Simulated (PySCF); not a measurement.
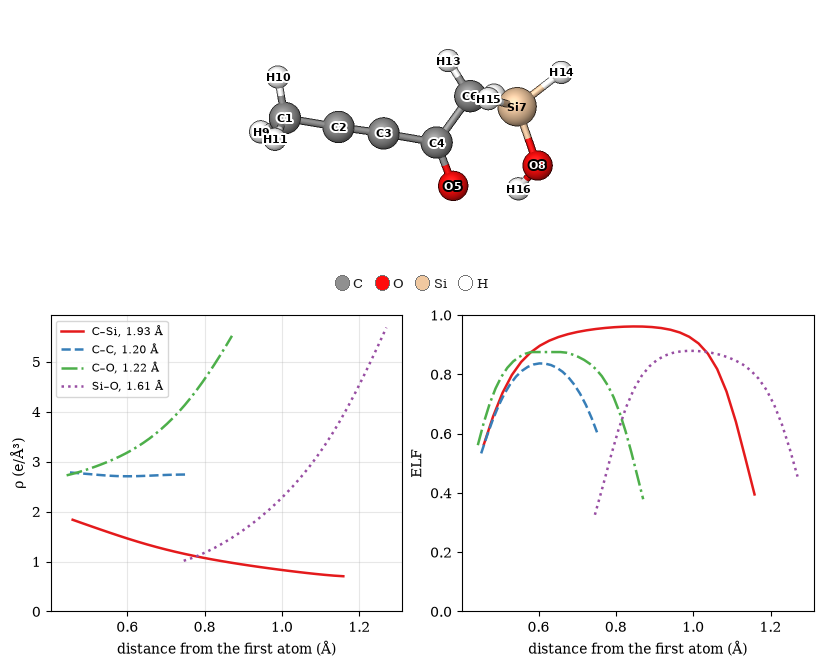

C$_{5}$H$_{8}$O$_{2}$Si (SMILES CC#CC(=O)C[SiH2]O). Total electron density and electron localisation function along straight lines between neighbouring atoms. The curves leave out the atomic cores. The structure is drawn too.

Geometry: GFN2-xTB.

All numbers below come from B3LYP/def2-SVPD, SCF density, gas phase (PySCF 2.14.0).

Input file:

```
{"job": {"kind": "uv", "xc": "B3LYP", "basis": "def2-SVPD", "nstates": 8, "ntriplets": 3}, "charge": 0, "multiplicity": 1}
C      3.462478     0.722265    -0.077984
C      2.103598     0.315008    -0.332151
C      0.965662    -0.033089    -0.518225
C     -0.378802    -0.447025    -0.788059
O     -0.935924    -0.200168    -1.847367
C     -1.064216    -1.123833     0.339395
Si    -2.461754     0.083256     0.904379
O     -3.191284     0.605510    -0.435657
H      4.121458     0.285629    -0.828092
H      3.779604     0.395061     0.911880
H      3.536532     1.807767    -0.137608
H     -1.558996    -2.021644    -0.027470
H     -0.377496    -1.387055     1.137274
H     -3.439632    -0.661075     1.686794
H     -1.843208     1.190560     1.633460
H     -2.725618     0.477777    -1.272934
```

Launched as:

```sh
OMP_NUM_THREADS=1 python probes_run.py task.json out
```

Compare the contacts.

C–Si (1.93 Å): the density is about 0.87 e/Å³ at the midpoint; the ELF peaks at about 0.95 between the atoms: a shared electron pair.
C–C (1.20 Å): ρ is about 2.7 e/Å³ halfway; the ELF peaks at about 0.85 between the atoms: a multiple bond.
C–O (1.22 Å): ρ is about 3.2 e/Å³ halfway; the ELF peaks at about 0.90 between the atoms (a multiple bond).
Si–O (1.61 Å): the density is about 1.2 e/Å³ at the midpoint; the ELF peaks at about 0.90 between the atoms (a polar covalent bond).
